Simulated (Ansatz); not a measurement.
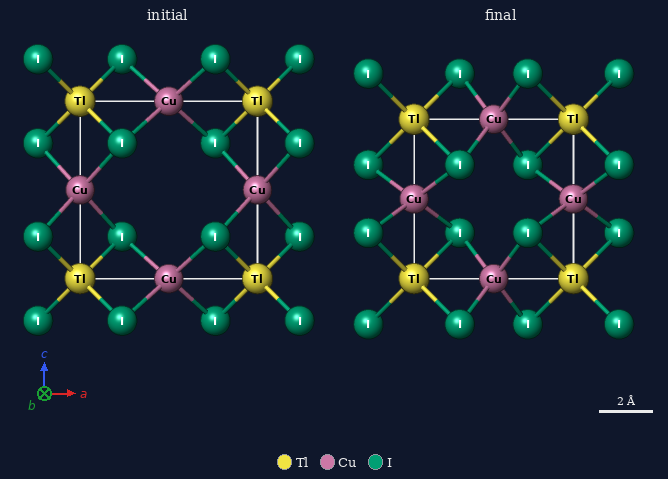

The structure of crystalline TlCu$_{3}$I$_{4}$ (built on the VCu3S4-215 type type) before (left) and after (right) a relaxation, at one scale.

Style: ball-and-stick. Shown: the cell of the calculation, along the b axis.

Theory: Ansatz, DFT, PBEsol, plane waves, PAW.

Input
```yaml
crystal:
  lattice:
    - [6.76735462, 0.0, 0.0]
    - [0.0, 6.76735462, 0.0]
    - [0.0, 0.0, 6.76735462]
  atoms:
    - { symbol: Tl, position: [0.0, 0.0, 0.0] }
    - { symbol: Cu, position: [0.0, 0.5, 0.0] }
    - { symbol: Cu, position: [0.0, 0.0, 0.5] }
    - { symbol: Cu, position: [0.5, 0.0, 0.0] }
    - { symbol: I, position: [0.7629189, 0.2370811, 0.7629189] }
    - { symbol: I, position: [0.2370811, 0.7629189, 0.7629189] }
    - { symbol: I, position: [0.7629189, 0.7629189, 0.2370811] }
    - { symbol: I, position: [0.2370811, 0.2370811, 0.2370811] }
kpoints:
  mp_grid: { grid: [4, 4, 4] }
hamiltonian:
  xc: pbesol
scf:
  occupations: { method: fermi_dirac, width: 0.03 }
relax:
  f_tol: 0.01
  cell: {}
  max_steps: 120
output:
  write_density: true
  write_potential: true
  elf: true
  volumetric_format: npy
```

Command:
```bash
ansatz run input.yaml --threads 4 --pin off --max-ram 4608MiB --backend cpu --events-out ev --progress --plain --runs-dir out
```

Summarise the run.

Answer. After 7 accepted moves (9 points after the start) the energy has fallen by 2.631 eV per cell of the calculation. Largest force component: 1.2 eV/Å at the start, 0.0018 eV/Å at the end. The pressure goes from 0.53 to 0.01 GPa. The SCF was repeated twice at an unchanged geometry on a basis and grid sized afresh for the cell, which shifted the energy by 14.5 meV per cell of the calculation at most. The largest moves relative to the cell, 0.52 Å, are those of I5, I6, I7 and I8. I8 goes along [1 1 1]. Cu and Tl stay in place. The volume changes by −27.5 %, with a = b = c 6.767 → 6.079 Å (−10.2 %). Among the contacts that change: Tl1–I5 2.779 → 3.017 Å, Cu2–I5 2.883 → 2.784 Å. Among the angles between lasting bonds that change: I5–Cu2–I8 103.8° → 124.4°, Cu2–I5–Cu3 112.2° → 101.1°, Tl1–I5–Cu2 73.4° → 63.0°. The space group stays P-43m (No. 215).
